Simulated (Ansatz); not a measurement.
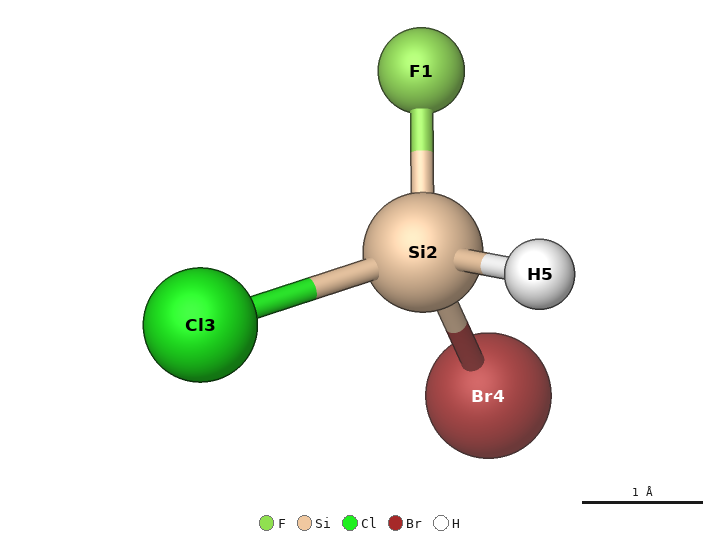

Source: calculation with Ansatz.

Geometry: moved along internal coordinates away from the minimum.

**How are the neighbours of atom 2 arranged?**

Si2 has 4 neighbours (F1 at 1.58, Cl3 at 2.21, Br4 at 2.19, H5 at 1.47 Å); the arrangement is tetrahedral.
